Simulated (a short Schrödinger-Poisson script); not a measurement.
Stack: gated In0.52Al0.48As/In0.53Ga0.47As δ-doped gas in a quantum well, at 300 K.

| layer | material | thickness (nm) | Na (cm⁻³) |
|---|---|---|---|
| 1 | In0.52Al0.48As | 20 | - |
| 2 | In0.52Al0.48As | 10 | - |
| 3 | In0.53Ga0.47As | 15 | - |
| 4 | In0.52Al0.48As | 4000 | 2e15 |

Constants are typed, rounded textbook-type inputs, not results; the design itself was drawn at random and stands for no fabricated device. In0.52Al0.48As: permittivity 12.5, conduction-band edge (eV) 0.52, gap (eV) 1.45, electron mass (mₑ) 0.075, Nv at 300 K (cm⁻³) 1.1e19. In0.53Ga0.47As: permittivity 13.9, conduction-band edge (eV) 0, gap (eV) 0.74, Nv at 300 K (cm⁻³) 7.7e18.

Channel valleys (confinement mass, in-plane density-of-states mass, number): Γ 0.041, 0.041, 1. At the gate the conduction-band edge of layer 1 lies 0.65 eV − eVg above the Fermi level of the channel; the field vanishes at the back. Sheet of ionised δ-doping: +1.8e12 e/cm² at 20 nm from the gate. The barrier under the gate holds no holes. Gaps are held at their typed values at every temperature. Mesh 0.08 nm at interfaces.

From a short Schrödinger-Poisson script (our own, NumPy): 1D Poisson equation in equilibrium, electrons quantum, Hartree plus LDA exchange-correlation (BenDaniel-Duke, 40 states a valley, the channel's in-plane mass for all, wave functions free to enter the barrier), parabolic valleys, classical holes, full ionisation, no traps, pinning or gate leakage.

Only gate voltages with over 1e8 electrons/cm² are shown.

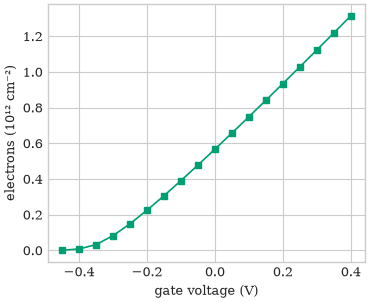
Fig. 1. Sheet density against gate voltage

| Vg (V) | electrons (cm⁻²) | in the channel layer | C (μF/cm²) | Γ E0 (meV) | Γ E1 (meV) |
|---|---|---|---|---|---|
| 0.4 | 1.31e12 | 1.29e12 | 0.309 | -65.0 | 20.6 |
| 0.35 | 1.22e12 | 1.19e12 | 0.307 | -60.3 | 24.6 |
| 0.3 | 1.12e12 | 1.10e12 | 0.305 | -55.4 | 28.9 |
| 0.25 | 1.03e12 | 1.01e12 | 0.303 | -50.3 | 33.4 |
| 0.2 | 9.35e11 | 9.18e11 | 0.301 | -45.1 | 38.1 |
| 0.15 | 8.42e11 | 8.28e11 | 0.299 | -39.6 | 43.1 |
| 0.1 | 7.49e11 | 7.37e11 | 0.296 | -33.8 | 48.5 |
| 0.05 | 6.58e11 | 6.48e11 | 0.293 | -27.8 | 54.2 |
| 0 | 5.67e11 | 5.59e11 | 0.289 | -21.3 | 60.3 |
| -0.05 | 4.78e11 | 4.72e11 | 0.284 | -14.3 | 67.1 |
| -0.1 | 3.91e11 | 3.86e11 | 0.278 | -6.6 | 74.6 |
| -0.15 | 3.07e11 | 3.03e11 | 0.269 | 2.1 | 83.2 |
| -0.2 | 2.25e11 | 2.23e11 | 0.256 | 12.4 | 93.4 |
| -0.25 | 1.49e11 | 1.48e11 | 0.235 | 25.1 | 106.1 |
| -0.3 | 8.27e10 | 8.18e10 | 0.198 | 42.3 | 123.2 |
| -0.35 | 3.29e10 | 3.25e10 | 0.132 | 67.4 | 148.4 |
| -0.4 | 8.08e9 | 8.00e9 | 0.0566 | 104.4 | 185.2 |
| -0.45 | 1.42e9 | 1.41e9 | 0.0248 | 149.5 | 230.2 |

Subbands count from the Fermi level.
